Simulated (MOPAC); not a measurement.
**Single-point calculation, with input and output: BSi2H5O2**

System: BSi2H5O2, SMILES B1O[SiH2][SiH2]O1.
Method: PM7-TS, closed shell, dispersion built in (MOPAC 23.2.5).

The geometry comes from this level: GFN2-xTB.

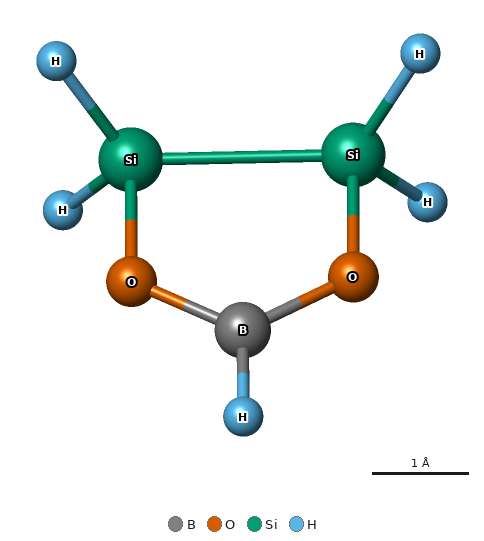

**Figure 1.** The input geometry (ball-and-stick view, seen at a tilt).

**The input (mol.mop)**
```
1SCF PL CHARGE=0 NOMM PM7-TS AUX(PRECISION=6) T=10M THREADS=1
BH5O2Si2

B     0.000000  0    0.000000  0    0.000000  0   0   0   0
O     1.347638  1    0.000000  0    0.000000  0   1   0   0
Si    1.656144  1  120.863310  1    0.000000  0   2   1   0
Si    2.322331  1   89.882430  1   -0.026390  1   3   2   1
O     1.348144  1  118.521200  1   -0.101700  1   1   2   3
H     1.170821  1  120.728640  1  179.879600  1   1   2   3
H     1.465572  1  103.686700  1 -121.471580  1   3   2   1
H     1.464832  1  112.153890  1  111.275390  1   3   7   2
H     1.465375  1  103.681600  1  121.240550  1   4   5   1
H     1.465204  1  112.079530  1 -111.256640  1   4   9   5
```

Hardware: 1 thread of Arm Neoverse N1, 98 GiB of memory available, shared host.

Command:
```bash
mopac mol.mop
```

**Log**
```
MOPAC v23.2.5
PM7-TS CALCULATION RESULTS

 *  PM7-TS     - Calculate barrier height using PM7-TS
 *  NOMM       - DO NOT MAKE MM CORRECTION TO CONH BARRIER
 *
 *
 *
 *                 CHARGE ON SYSTEM = 0
 *
 *
 *
 *  1SCF       - DO 1 SCF AND THEN STOP
 *  THREADS=1  - MULTI-THREADING NOT USED
 *  AUX        - OUTPUT AUXILIARY INFORMATION
 *  PL         - MONITOR CONVERGENCE IN DENSITY MATRIX
1SCF PL CHARGE=0 NOMM PM7-TS AUX(PRECISION=6) T=10M THREADS=1
 BH5O2Si2

  ATOM    CHEMICAL      BOND LENGTH      BOND ANGLE     TWIST ANGLE
 NUMBER    SYMBOL       (ANGSTROMS)      (DEGREES)       (DEGREES)
   (I)                     NA:I           NB:NA:I       NC:NB:NA:I       NA    NB    NC
     1       B          0.00000000       0.0000000       0.0000000        0     0     0
     2       O          1.34763800  *    0.0000000       0.0000000        1     0     0
     3      Si          1.65614400  *  120.8633100  *    0.0000000        2     1     0
     4      Si          2.32233100  *   89.8824300  *   -0.0263900  *     3     2     1
     5       O          1.34814400  *  118.5212000  *   -0.1017000  *     1     2     3
     6       H          1.17082100  *  120.7286400  *  179.8796000  *     1     2     3
     7       H          1.46557200  *  103.6867000  * -121.4715800  *     3     2     1
     8       H          1.46483200  *  112.1538900  *  111.2753900  *     3     7     2
     9       H          1.46537500  *  103.6816000  *  121.2405500  *     4     5     1
    10       H          1.46520400  *  112.0795300  * -111.2566400  *     4     9     5

          CARTESIAN COORDINATES

    NO.       ATOM           X           Y           Z

     1         B          0.0000      0.0000      0.0000
     2         O          1.3476      0.0000      0.0000
     3        Si          2.1972      1.4216      0.0000
     4        Si          0.2013      2.6089     -0.0011
     5         O         -0.6437      1.1845      0.0021
     6         H         -0.5983     -1.0064     -0.0021
     7         H          3.0133      1.3379     -1.2145
     8         H          3.0084      1.3418      1.2171
     9         H         -0.2612      3.2836     -1.2169
    10         H         -0.2567      3.2879      1.2138

           Empirical Formula: H5 O2 B Si2  =    10 atoms

      MOLECULAR POINT GROUP   :   C2v

      RHF CALCULATION, NO. OF DOUBLY OCCUPIED LEVELS = 14

 ITERATION   1 PLS= 0.100E+01 0.000E+00 ENERGY     3727.703645 DELTAE 3627.7036449
 ITERATION   2 PLS= 0.119E+01 0.000E+00 ENERGY       33.722775 DELTAE-3693.9808702
 ITERATION   3 PLS= 0.126E+00 0.000E+00 ENERGY      -44.453637 DELTAE  -78.1764113
 ITERATION   4 PLS= 0.714E-01 0.000E+00 ENERGY     -120.694986 DELTAE  -76.2413494
 ITERATION   5 PLS= 0.153E-01 0.000E+00 ENERGY      -78.853711 DELTAE   41.8412754
 ITERATION   6 PLS= 0.871E-02 0.000E+00 ENERGY      -79.660114 DELTAE   -0.8064036
 ITERATION   7 PLS= 0.220E-01 0.000E+00 ENERGY      -83.107910 DELTAE   -3.4477959
 ITERATION   8 PLS= 0.121E-01 0.000E+00 ENERGY      -80.559866 DELTAE    2.5480445
 ITERATION   9 PLS= 0.478E-02 0.000E+00 ENERGY      -80.608771 DELTAE   -0.0489051
 ITERATION  10 PLS= 0.209E-02 0.000E+00 ENERGY      -80.627551 DELTAE   -0.0187802
 ITERATION  11 PLS= 0.217E-03 0.000E+00 ENERGY      -80.619932 DELTAE    0.0076190
 ITERATION  12 PLS= 0.137E-03 0.000E+00 ENERGY      -80.619997 DELTAE   -0.0000653

 -------------------------------------------------------------------------------
 1SCF PL CHARGE=0 NOMM PM7-TS AUX(PRECISION=6) T=10M THREADS=1
 BH5O2Si2

     1SCF WAS SPECIFIED, SO BFGS WAS NOT USED
     SCF FIELD WAS ACHIEVED

                              PM7-TS CALCULATION
 ITERATION   1 PLS= 0.823E-04 0.000E+00 ENERGY      -80.620064 DELTAE -180.6200638
 ITERATION   2 PLS= 0.821E-05 0.000E+00 ENERGY      -80.620026 DELTAE    0.0000378
 ITERATION   3 PLS= 0.359E-05 0.000E+00 ENERGY      -80.620026 DELTAE   -0.0000000
 ITERATION   4 PLS= 0.198E-05 0.000E+00 ENERGY      -80.620026 DELTAE   -0.0000000

          FINAL HEAT OF FORMATION =        -80.62003 KCAL/MOL =    -337.31419 KJ/MOL

 *                    *
 * JOB ENDED NORMALLY *
 *                    *

 TOTAL JOB TIME:             0.02 SECONDS

 == MOPAC DONE ==
```

**Summary**

- outcome: converged
- heat of formation: −80.62 kcal/mol
- basis functions: 35
- peak memory: 0.11 GiB

**Notes**

MOPAC's energies along a path are heats of formation.
